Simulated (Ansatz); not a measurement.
# Cl$_{3}$ITi: what the fields show

Input file:

```
crystal:
  periodic: [false, false, false]
  atoms:
    - {symbol: Cl, position_ang: [-0.995425, -0.433695, 1.891668]}
    - {symbol: Ti, position_ang: [0.016435, -0.095002, 0.011910]}
    - {symbol: Cl, position_ang: [2.107700, -0.608454, 0.199097]}
    - {symbol: Cl, position_ang: [-0.897883, -1.288237, -1.541240]}
    - {symbol: I, position_ang: [-0.181027, 2.351689, -0.602735]}
basis:
  gaussian: {orbitals: def2-TZVPP}
hamiltonian: {xc: pbe0, dispersion: d4}
output: {orbitals: {seedname: orbitals}}
```

Command:

```sh
ansatz run in.yaml --threads 4 --pin off --events-out ev --progress --plain --max-ram 10444MiB
```

Geometry: PBE0-D4/def2-TZVP; core potentials replace the inner electrons of I.

All numbers below come from RKS PBE0-D4/def2-TZVPP in Ansatz.

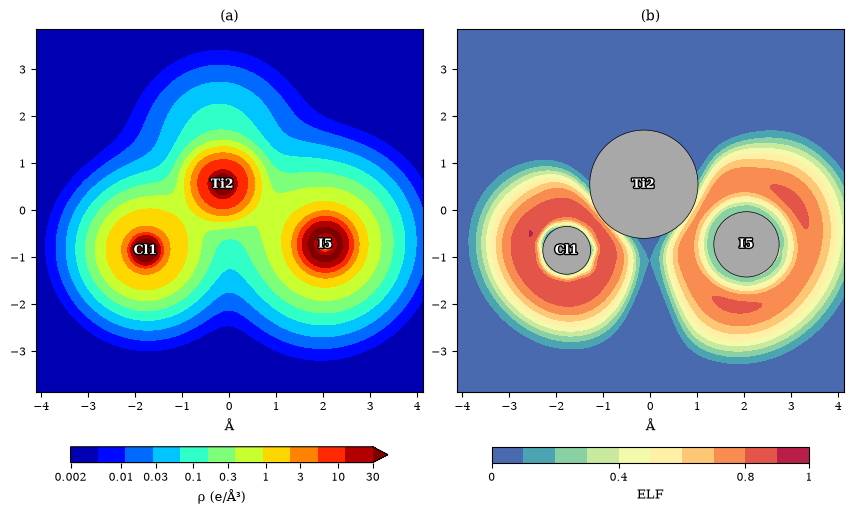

Figure 1. (a) electron density; (b) electron localisation function on the plane of atoms Cl1, Ti2 and I5. Grey discs cover the atomic cores in the ELF map.

**Interpret the plot.**

- Atoms in the plane: Cl, Ti and I.
- Ti–Cl (2.16 Å): the density is about 0.75 e/Å³ at the midpoint; the ELF peaks at about 0.85 in the valence shell of Cl, 0.8 Å from its nucleus, and is about 0.45 at the midpoint.
- Ti–I (2.53 Å): ρ is about 0.56 e/Å³ halfway; the ELF peaks at about 0.70 in the valence shell of I, 1.2 Å from its nucleus, and is about 0.65 at the midpoint.

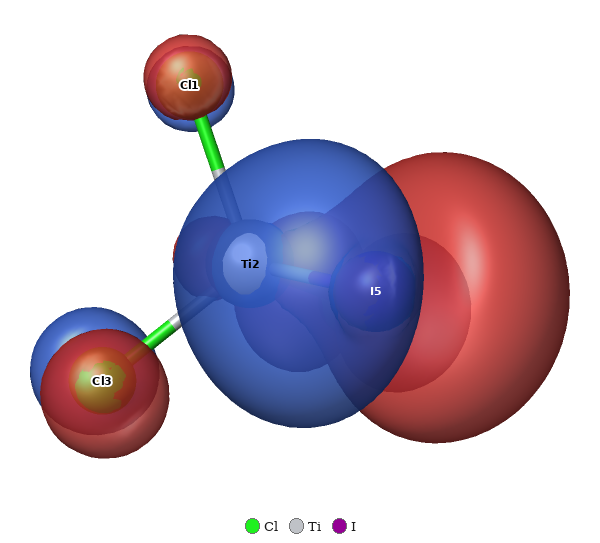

Figure 2. The HOMO at ±0.06 Å⁻³ᐟ² (blue and red are the two phases), seen at an oblique angle.

**What is the character of this orbital?**

It lies mainly on I5 (about 80 %) and Ti2 (about 5 %); largely a lone pair of I5. It is one of a degenerate set, so its orientation is arbitrary. Its energy is −8.38 eV.

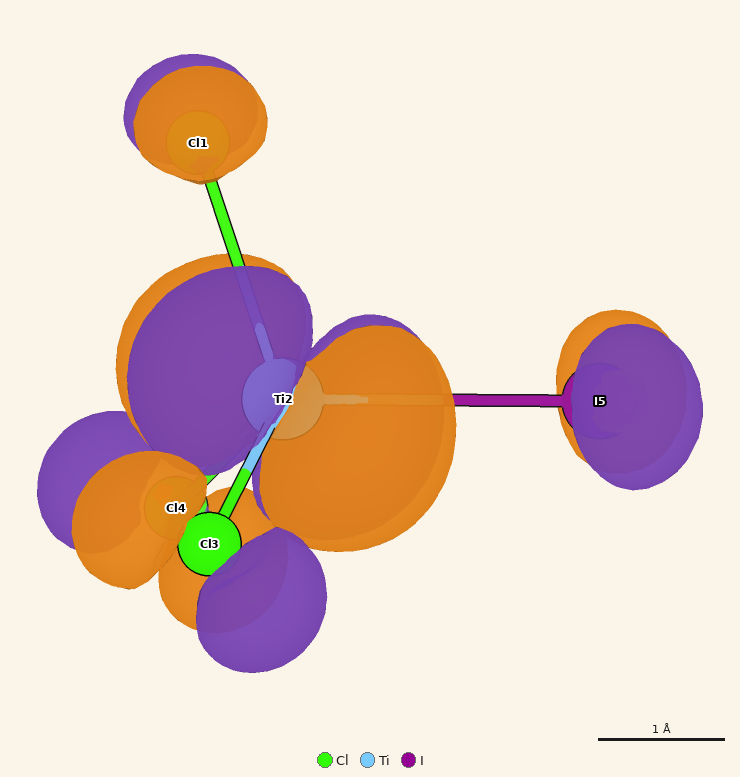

Figure 3. The LUMO at ±0.1 Å⁻³ᐟ² (orange and purple are the two phases), seen across its widest extent.

**Describe this orbital and give its energy.**

Its weight (Hirshfeld) is mainly on Ti2 (about 70 %), I5 (about 10 %), Cl3 (about 5 %), Cl1 (about 5 %) and Cl4 (about 5 %). It is one of a degenerate set, so its orientation is arbitrary. Its energy is −3.71 eV.
